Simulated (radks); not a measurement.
# Mo³⁺ in [Kr] 4d3: an all-electron calculation

Aim: the levels, the sizes of the orbitals and the parts of the energy of the molybdenum ion Mo3+.

Program: radks (a radial shooting solver on a logarithmic mesh, Libxc functionals) version 1. Level of theory: scalar-relativistic Kohn-Sham, exchange-only B88, spin-polarised, spherical densities, finite nucleus; open shells are filled with parallel spins first. These are calculated values, not measurements, unless marked.

### 1 What is computed

```
element            : molybdenum (Z = 42)
charge             : +3
electrons          : 39
configuration      : [Kr] 4d3
nuclear rms radius : 4.4091 fm
```

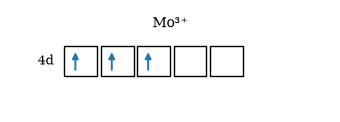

The shells outside the core, filled by Hund's rule for the drawing.

In the logs a row gives level, spin channel, occupation and eigenvalue; Etot, Ekin, Encl (electron-nucleus), Eh (Hartree) and Exc are energies, all in hartree; err is the last residual, it the number of iterations.

### 2 The calculation

Settings of this run:

```text
Z 42
configuration [Kr] 4d3 5s0 5p0 4f0 5d0
relativity scalar-relativistic
functional b88,
spin polarised
nucleus finite rms 4.4091 fm
c 137.035999084
```

The program printed:

```text
1s      1   1.0000        -729.73893251
2s      1   1.0000        -104.06687393
2p      1   3.0000         -93.16812483
3s      1   1.0000         -18.65920831
3p      1   3.0000         -15.08942522
3d      1   5.0000          -9.28007918
4s      1   1.0000          -3.52874770
4p      1   3.0000          -2.56719476
4d      1   3.0000          -1.21222627
5s      1   0.0000          -0.98680917
5p      1   0.0000          -0.76151778
4f      1   0.0000          -0.37240043
5d      1   0.0000          -0.46362446
1s      2   1.0000        -729.73947246
2s      2   1.0000        -104.05234080
2p      2   3.0000         -93.15735739
3s      2   1.0000         -18.65107770
3p      2   3.0000         -15.08024683
3d      2   5.0000          -9.26598524
4s      2   1.0000          -3.44065134
4p      2   3.0000          -2.46983004
4d      2   0.0000          -1.10389642
5s      2   0.0000          -0.90549371
5p      2   0.0000          -0.69603896
4f      2   0.0000          -0.32829108
5d      2   0.0000          -0.42727548
Etot -4045.398363361163
Ekin 4173.0310685899285
Encl -9706.50705745956
Eh 1609.2224066744825
Exc -121.14478116601444
err 7.480155260485646e-09
it 18
```

### 3 Radial structure

From the orbitals of this run (lengths in bohr):

| level | occupation | energy (eV) | <r> | outermost maximum (interpolated) | 90 % within | nodes |
| --- | --- | --- | --- | --- | --- | --- |
| 1s down | 1 | -19857.2 | 0.03517 | 0.0229 | 0.0630 | 0 |
| 1s up | 1 | -19857.2 | 0.03517 | 0.0229 | 0.0630 | 0 |
| 2s up | 1 | -2831.8 | 0.1537 | 0.130 | 0.237 | 1 |
| 2s down | 1 | -2831.4 | 0.1537 | 0.130 | 0.237 | 1 |
| 2p up | 3 | -2535.2 | 0.1339 | 0.104 | 0.218 | 0 |
| 2p down | 3 | -2534.9 | 0.1339 | 0.104 | 0.218 | 0 |
| 3s up | 1 | -507.74 | 0.4290 | 0.384 | 0.634 | 2 |
| 3s down | 1 | -507.52 | 0.4290 | 0.384 | 0.634 | 2 |
| 3p up | 3 | -410.60 | 0.4307 | 0.377 | 0.651 | 1 |
| 3p down | 3 | -410.35 | 0.4306 | 0.377 | 0.651 | 1 |
| 3d up | 5 | -252.52 | 0.4153 | 0.322 | 0.664 | 0 |
| 3d down | 5 | -252.14 | 0.4151 | 0.322 | 0.664 | 0 |
| 4s up | 1 | -96.022 | 1.099 | 0.988 | 1.60 | 3 |
| 4s down | 1 | -93.625 | 1.093 | 0.983 | 1.59 | 3 |
| 4p up | 3 | -69.857 | 1.216 | 1.07 | 1.79 | 2 |
| 4p down | 3 | -67.207 | 1.208 | 1.06 | 1.78 | 2 |
| 4d up | 3 | -32.986 | 1.617 | 1.32 | 2.49 | 1 |
| 4d down | 0 | -30.039 | 1.624 | 1.30 | 2.53 | 1 |
| 5s up | 0 | -26.852 | 2.688 | 2.46 | 3.84 | 4 |
| 5s down | 0 | -24.640 | 2.768 | 2.51 | 3.97 | 4 |
| 5p up | 0 | -20.722 | 3.117 | 2.84 | 4.47 | 3 |

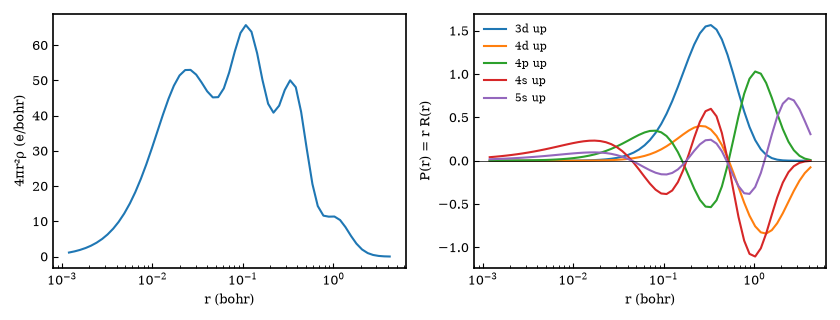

Radial density (left) and radial functions of outer levels (right).

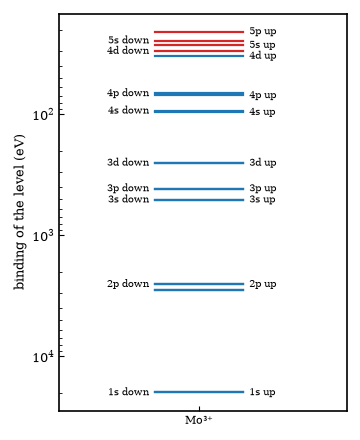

Level scheme on a logarithmic scale; filled levels blue, empty ones red.

Radial Coulomb (F) and exchange (G) integrals, eV:

| integral | shells | value |
| --- | --- | --- |
| F0 | 4d, 4d | 15.217 |
| F2 | 4d, 4d | 7.707 |
| F4 | 4d, 4d | 5.054 |
| F0 | 4d, 4p | 17.160 |
| F2 | 4d, 4p | 8.431 |
| G1 | 4d, 4p | 10.485 |
| G3 | 4d, 4p | 6.406 |
| F0 | 4d, 4s | 17.729 |
| G2 | 4d, 4s | 7.519 |
| F0 | 4d, 3d | 20.524 |

X-ray form factor f at sin θ/λ (1/Å): 0.05: 38.53, 0.15: 35.28, 0.25: 30.71, 0.4: 24.72, 0.6: 19.58, 1: 12.94, 1.5: 7.83.

### 4 Summary of results

```
                        quantity                   value
                    total energy     -4045.39836 hartree
exchange-correlation share of it                  2.99 %
                            −T/E                  1.0316
          highest occupied level       4d up, -32.986 eV
    most extended occupied level  4d up, <r> = 1.62 bohr
 radius at density 0.001 e/bohr³               3.30 bohr
    maxima of the radial density                       4
         ionisation energy, NIST     40.3 (semi-emp.) eV
```

4 principal shells are occupied and 4 maxima appear in the radial density. −T/E is 1.032: with relativity the kinetic term as defined here no longer equals −E. Minus the highest eigenvalue, 32.986 eV, is 82 % of the tabulated ionisation energy (40.3 eV); the potential of a semilocal functional falls off too fast, so its top eigenvalue is too shallow. Open shells are spherical and high-spin; term and fine-structure splittings are not resolved.
